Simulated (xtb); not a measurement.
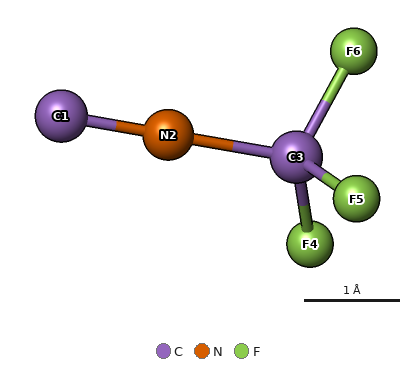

Figure 1. The structure as given in the input (ball-and-stick view, seen at a tilt; atoms are numbered from 1 in the order of the input). Bond lengths as drawn: C–F 1.33 Å and C–N 1.16 to 1.40 Å.

## Run report: C$_{2}$F$_{3}$N, energy and gradient calculation

C$_{2}$F$_{3}$N, computed with GFN1-xTB (xtb 6.7.1 later snapshot).

The geometry comes from this level: GFN2-xTB.

## The program's output
```
* xtb version 6.7.1
   ID    Z sym.   atoms
    1    6 C      1, 3
    2    7 N      2
    3    9 F      4-6

           -------------------------------------------------
          |                Calculation Setup                |
           -------------------------------------------------

          program call               : xtb geom.xyz --grad --uhf 0 --gfn 1 --parallel 1
          coordinate file            : geom.xyz
          omp threads                :                     1

           -------------------------------------------------
          |                 G F N 1 - x T B                 |
           -------------------------------------------------

      * Hamiltonian:
        H0-scaling (s, p, d)           1.850000    2.250000    2.000000
        zeta-weighting                 0.000000
      * Dispersion:
        s8                             2.400000
        a1                             0.630000
        a2                             5.000000
        s9                             0.000000
      * Repulsion:
        kExp                           1.500000
        rExp                           1.000000
      * Coulomb:
        alpha                          2.000000
        third order                    atomic
        anisotropic                    false
      * Halogen bond correction:
        rad-scale                      1.300000
        damping                        0.440000

          ...................................................
          :                      SETUP                      :
          :.................................................:
          :  # basis functions                  24          :
          :  # atomic orbitals                  24          :
          :  # shells                           12          :
          :  # electrons                        34          :
          :  # halogen bonds                     0          :
          :  max. iterations                   250          :
          :  Hamiltonian                  GFN1-xTB          :
          :  restarted?                      false          :
          :  GBSA solvation                  false          :
          :  PC potential                    false          :
          :  electronic temp.          300.0000000     K    :
          :  accuracy                    1.0000000          :
          :  -> integral cutoff          0.2500000E+02      :
          :  -> integral neglect         0.1000000E-07      :
          :  -> SCF convergence          0.1000000E-05 Eh   :
          :  -> wf. convergence          0.2000000E-04 e    :
          :  Broyden damping             0.4000000          :
          :  net charge                          0          :
          :  unpaired electrons                  0          :
          ...................................................

 iter      E             dE          RMSdq      gap      omega  full diag
   1    -22.7456465 -0.227456E+02  0.722E+00    5.42       0.0  T
   2    -22.8671472 -0.121501E+00  0.445E+00    4.94       1.0  T
   3    -22.8803299 -0.131827E-01  0.239E+00    5.19       1.0  T
   4    -22.8827853 -0.245541E-02  0.143E-01    5.12       1.0  T
   5    -22.8828022 -0.169326E-04  0.155E-02    5.12       2.6  T
   6    -22.8828040 -0.174885E-05  0.616E-03    5.12       6.6  T
   7    -22.8828042 -0.178765E-06  0.140E-03    5.12      29.2  T
   8    -22.8828042 -0.342047E-08  0.170E-04    5.12     240.1  T
   9    -22.8828042 -0.238487E-09  0.469E-06    5.12    8713.8  T

   *** convergence criteria satisfied after 9 iterations ***

         #    Occupation            Energy/Eh            Energy/eV
      -------------------------------------------------------------
         1        2.0000           -0.9401438             -25.5826
       ...           ...                  ...                  ...
        11        2.0000           -0.5893109             -16.0360
        12        2.0000           -0.5892867             -16.0353
        13        2.0000           -0.5886477             -16.0179
        14        2.0000           -0.5873384             -15.9823
        15        2.0000           -0.5486962             -14.9308
        16        2.0000           -0.5486721             -14.9301
        17        2.0000           -0.4682221             -12.7410 (HOMO)
        18                         -0.2800061              -7.6194 (LUMO)
        19                         -0.2799954              -7.6191
        20                         -0.0457507              -1.2449
        21                          0.0211455               0.5754
        22                          0.0217558               0.5920
       ...                                ...                  ...
        24                          0.9960607              27.1042
      -------------------------------------------------------------
                  HL-Gap            0.1882160 Eh            5.1216 eV
             Fermi-level           -0.3741141 Eh          -10.1802 eV

 SCC (total)                   0 d,  0 h,  0 min,  0.004 sec
 SCC setup                      ...        0 min,  0.000 sec (  1.521%)
 Dispersion                     ...        0 min,  0.000 sec (  0.652%)
 classical contributions        ...        0 min,  0.000 sec (  0.144%)
 integral evaluation            ...        0 min,  0.001 sec ( 23.783%)
 iterations                     ...        0 min,  0.001 sec ( 36.231%)
 molecular gradient             ...        0 min,  0.001 sec ( 34.069%)
 printout                       ...        0 min,  0.000 sec (  3.219%)

         :::::::::::::::::::::::::::::::::::::::::::::::::::::
         ::                     SUMMARY                     ::
         :::::::::::::::::::::::::::::::::::::::::::::::::::::
         :: total energy             -22.753656240427 Eh    ::
         :: gradient norm              0.010225264200 Eh/a0 ::
         :: HOMO-LUMO gap              5.121616723595 eV    ::
         ::.................................................::
         :: SCC energy               -22.882804167918 Eh    ::
         :: -> electrostatic           0.067093036465 Eh    ::
         :: repulsion energy           0.130581110383 Eh    ::
         :: dispersion energy         -0.001433182892 Eh    ::
         :: halogen bond corr.         0.000000000000 Eh    ::
         :: add. restraining           0.000000000000 Eh    ::
         :: total charge               0.000000000000 e     ::
         :::::::::::::::::::::::::::::::::::::::::::::::::::::

           -------------------------------------------------
          |                Property Printout                |
           -------------------------------------------------

    * Orbital Energies and Occupations

         #    Occupation            Energy/Eh            Energy/eV
      -------------------------------------------------------------
         1        2.0000           -0.9401438             -25.5826
       ...           ...                  ...                  ...
         5        2.0000           -0.7301114             -19.8673
         6        2.0000           -0.6925878             -18.8463
         7        2.0000           -0.6774770             -18.4351
         8        2.0000           -0.6774689             -18.4349
         9        2.0000           -0.6098332             -16.5944
        10        2.0000           -0.6098189             -16.5940
        11        2.0000           -0.5893109             -16.0360
        12        2.0000           -0.5892867             -16.0353
        13        2.0000           -0.5886477             -16.0179
        14        2.0000           -0.5873384             -15.9823
        15        2.0000           -0.5486962             -14.9308
        16        2.0000           -0.5486721             -14.9301
        17        2.0000           -0.4682221             -12.7410 (HOMO)
        18                         -0.2800061              -7.6194 (LUMO)
        19                         -0.2799954              -7.6191
        20                         -0.0457507              -1.2449
        21                          0.0211455               0.5754
        22                          0.0217558               0.5920
        23                          0.1151974               3.1347
        24                          0.9960607              27.1042
      -------------------------------------------------------------
                  HL-Gap            0.1882160 Eh            5.1216 eV
             Fermi-level           -0.3741141 Eh          -10.1802 eV

  Mulliken/CM5 charges         n(s)   n(p)   n(d)
     1      0.07892  0.19498   1.551  2.370  0.000
     2     -0.16563 -0.35958   1.424  3.742  0.000
     3      0.75633  0.87913   0.951  2.292  0.000
     4     -0.22295 -0.23795   1.809  5.414  0.000
     5     -0.22322 -0.23818   1.809  5.414  0.000
     6     -0.22345 -0.23839   1.809  5.414  0.000

Wiberg/Mayer (AO) data.
largest (>0.10) Wiberg bond orders for each atom

 ---------------------------------------------------------------------------
     #   Z sym  total        # sym  WBO       # sym  WBO       # sym  WBO
 ---------------------------------------------------------------------------
     1   6      2.644 --     2      2.532
     2   7      3.562 --     1      2.532     3      0.959
     3   6      3.816 --     2      0.959     4      0.936     5      0.935
                             6      0.935
     4   9      1.074 --     3      0.936
     5   9      1.073 --     3      0.935
     6   9      1.073 --     3      0.935
 ---------------------------------------------------------------------------

Topologies differ in total number of bonds
Writing topology from bond orders to xtbtopo.mol

 dipole moment from electron density (au)
     X       Y       Z
  -0.0326   0.0629  -0.0353  total (Debye):    0.201

           -------------------------------------------------
          | TOTAL ENERGY              -22.753656240427 Eh   |
          | GRADIENT NORM               0.010225264200 Eh/α |
          | HOMO-LUMO GAP               5.121616723595 eV   |
           -------------------------------------------------

------------------------------------------------------------------------
------------------------------------------------------------------------
 total:
 *  cpu-time:     0 d,  0 h,  0 min,  0.009 sec
 * ratio c/w:     1.000 speedup
 SCF:
 *  cpu-time:     0 d,  0 h,  0 min,  0.004 sec
 * ratio c/w:     1.000 speedup
```

## Standard error
```
normal termination of xtb
```

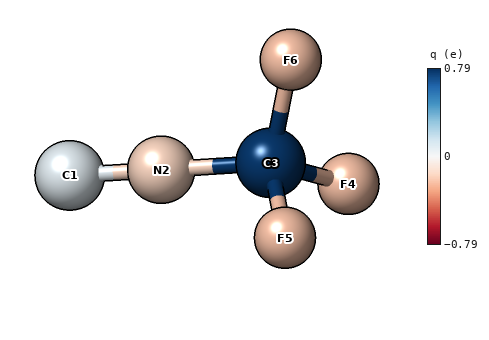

Figure 2. Mulliken charges, as the colour of each atom (ball-and-stick view, seen at a tilt; atoms are numbered from 1 in the order of the input). By element: C +0.08 to +0.76, N −0.17 and F −0.22 e.

The run was set up as follows.

## The input (geom.xyz)
```
6
start
C      0.849940    -1.740110     0.908070
N      0.386580    -0.793730     0.413170
C     -0.167210     0.341740    -0.178730
F     -1.294560     0.045280    -0.820450
F      0.674440     0.879790    -1.058690
F     -0.449190     1.267030     0.736630
```

Run as:
```bash
xtb geom.xyz --grad --uhf 0 --gfn 1 --parallel 1 | tee xtb.out
```

## Key numbers

| quantity | value |
| --- | --- |
| outcome | converged |
| electrons treated | 34 |
| total energy | −22.753656 hartree |
| dispersion energy | −0.001433 hartree |
| basis functions | 24 |
| largest force | 0.448 eV/Å |
| HOMO | −12.74 eV |
| LUMO | −7.62 eV |
| dipole moment | 0.20 D |
| hardware | 1 thread of Arm Neoverse V1, 24 GiB of memory available, shared host |
| peak memory | 0.076 GiB |
